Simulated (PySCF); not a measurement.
Consider C₇H₁₃F₃.

```xyz
23

C     3.4353   -0.2187    0.3355
C     2.2344    0.1472   -0.5280
C     0.9216   -0.0289    0.2316
C    -0.2818    0.3257   -0.6383
C    -1.6068    0.2865    0.1341
C    -1.9781   -1.1130    0.6205
C    -2.7191    0.8028   -0.7686
F    -2.8891    0.0489   -1.8653
F    -2.4920    2.0542   -1.2028
F    -3.9103    0.8386   -0.1472
H     4.3602   -0.0875   -0.2206
H     3.3727   -1.2559    0.6575
H     3.4750    0.4121    1.2210
H     2.3268    1.1842   -0.8570
H     2.2228   -0.4832   -1.4193
H     0.9299    0.6107    1.1172
H     0.8459   -1.0645    0.5659
H    -0.3409   -0.3659   -1.4817
H    -0.1406    1.3314   -1.0416
H    -1.5590    0.9759    0.9841
H    -1.9887   -1.8102   -0.2141
H    -1.2592   -1.4565    1.3574
H    -2.9637   -1.1069    1.0804
```

Geometry: GFN2-xTB.

The calculation used PySCF 2.14.0, PBE0/pcSseg-1, SCF density, gas phase, non-relativistic.

### What can the converged electron density and electron localisation function tell about the bonding?

C–F (1.34 Å): ρ is about 2.4 e/Å³ halfway; the ELF peaks at about 0.85 between the atoms; a polar covalent bond.
C–C (1.52 Å): the density is about 1.8 e/Å³ at the midpoint; the ELF peaks at about 1 between the atoms: a shared electron pair.
C–H (1.09 Å): ρ at the midpoint is about 2 e/Å³; the ELF climbs to about 1 towards the hydrogen, as it does in any bond to H (a covalent bond by its length).

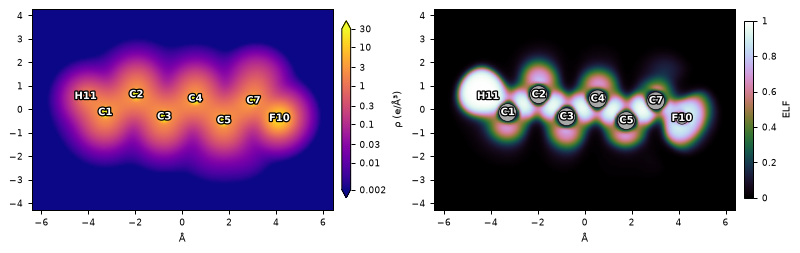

Computed electron density and electron localisation function on the plane of atoms C3, C4 and C5, in this order. Grey discs cover the atomic cores in the ELF map. 
